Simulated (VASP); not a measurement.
Band structure of ScAs (relaxed from the zinc blende structure, space group F-43m). These are PBE GGA, VASP's PBE PAW potentials (set 64) (plane waves; VASP 6.6.1) values and carry that method's errors.

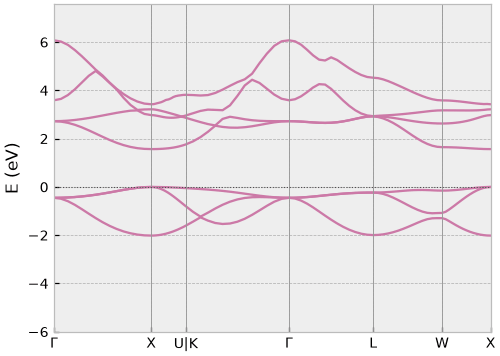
Bands along high-symmetry lines, zero at the valence-band maximum or, without a gap, the Fermi level

**Question.** Read the plot: is there a gap, and where are the band edges?

**Answer.** The gap is direct, 1.57 eV, from the valence maximum at X to the conduction minimum at X. (Edges off the drawn lines would not show.)

The structure was generated: ScAs was put into the zinc blende type (F-43m), which need not be its known phase. It was relaxed first, which changed the volume by -23 %.
